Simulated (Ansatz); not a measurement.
# F₃HOTi···HF: what the fields show

Input

```
crystal:
  periodic: [false, false, false]
  atoms:
    - { symbol: Ti, position_ang: [-0.1086, 0.112278, -0.005127] }
    - { symbol: O, position_ang: [-0.108523, 0.064736, 1.8738] }
    - { symbol: H, position_ang: [-0.950626, 0.090947, 2.370312] }
    - { symbol: F, position_ang: [1.512003, 0.30505, -0.636719] }
    - { symbol: F, position_ang: [-1.03215, 1.528112, -0.46566] }
    - { symbol: F, position_ang: [-0.984833, -1.239145, -0.695546] }
    - { symbol: F, position_ang: [1.424961, -2.217306, 1.162067] }
    - { symbol: H, position_ang: [1.180568, -1.720872, 1.912974] }
basis:
  gaussian: { orbitals: def2-SVP }
hamiltonian:
  xc: revpbe
  dispersion: d4
relax:
  f_tol: 0.03
  max_steps: 50
output:
  orbitals: {}
```

Launched as:

```sh
ansatz run input.yaml --threads 4 --pin off --max-ram 5120MiB --backend cpu --events-out ev --progress --plain --runs-dir out
```

The fields are those of the run's last geometry, not of the input's.

Method: Ansatz 0.2.0, RKS revPBE-D4/def2-SVP.

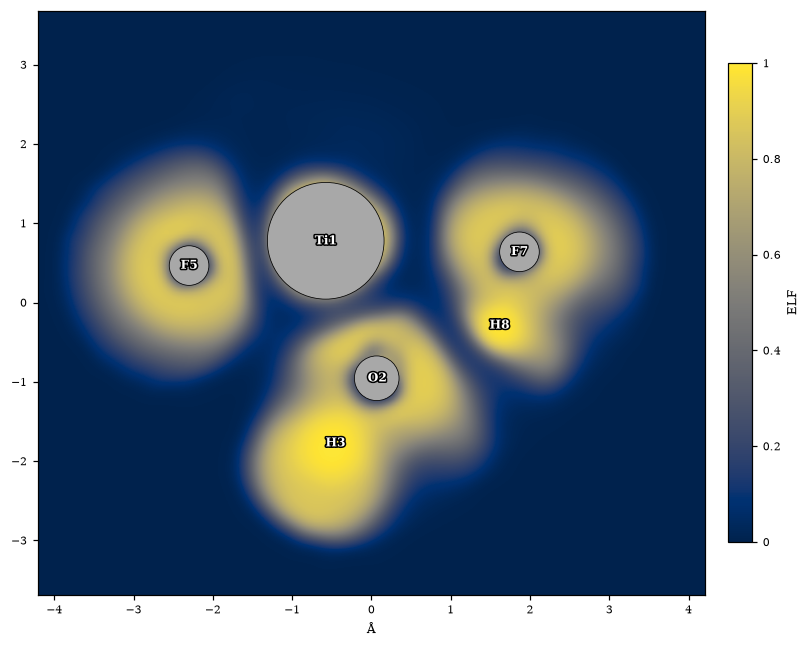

Figure 1. Electron localisation function on the plane of atoms Ti1, O2 and H3. Grey discs cover the atomic cores.

### What do the fields say about this system?

- Atoms in the plane: Ti, O, H and F.
- O2···H8 (1.68 Å): the ELF dips to about 0.15 between them; by its geometry a hydrogen bond between the two molecules, with no shared pair.
- Ti–F (1.75 Å): the ELF peaks at about 0.85 in the valence shell of F, 0.5 Å from its nucleus, and drops to about 0.25 between the two atoms.
- Ti–O (1.85 Å): the ELF peaks at about 0.85 in the valence shell of O, 0.6 Å from its nucleus, and drops to about 0.25 between the two atoms.
- F–H (0.96 Å): the ELF climbs to about 1 towards the hydrogen, as it does in any bond to H: an ordinary covalent bond to hydrogen.
- O–H (0.97 Å): the ELF climbs to about 1 towards the hydrogen; an ordinary covalent bond to hydrogen.
- The ELF also peaks beside F7, away from the bonds: lone-pair regions.

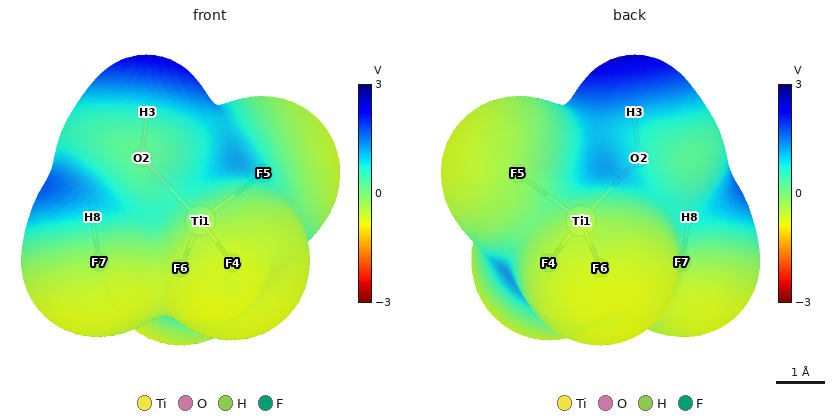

Figure 2. The molecular electrostatic potential painted on the density surface at 0.001 e/bohr³, seen from the front and from behind; the colour scale runs from red (negative) to blue (positive).

### Describe the electrostatic potential map.

The most negative region (about −0.8 V, or −18 kcal/mol for a unit charge) lies over F4 and F6, the most positive (about +2.5 V, or +58 kcal/mol for a unit charge) over H3.

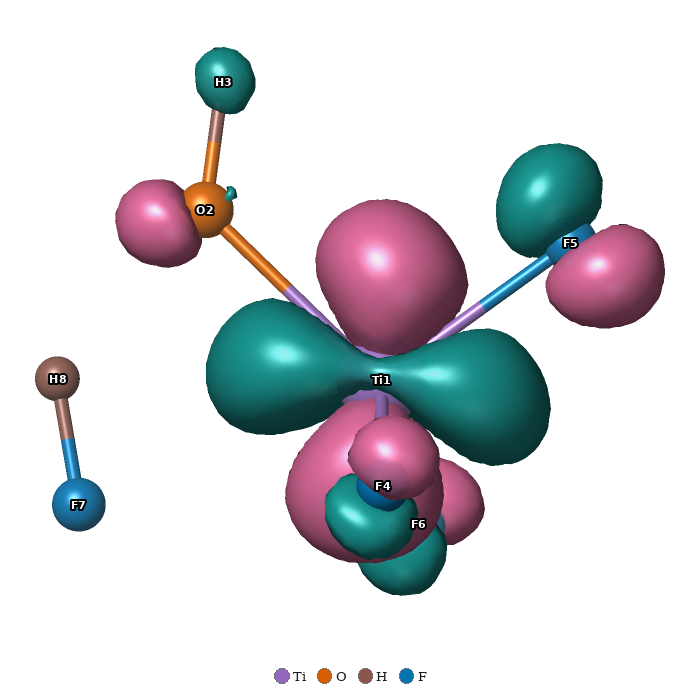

Figure 3. One frontier orbital at ±0.15 Å⁻³ᐟ² (teal and pink are the two phases), seen across its widest extent.

### Which orbital is it: HOMO or LUMO?

The LUMO, at −3.66 eV. Its weight (Hirshfeld) is mainly on Ti1 (about 80 %) and F5 (about 10 %).
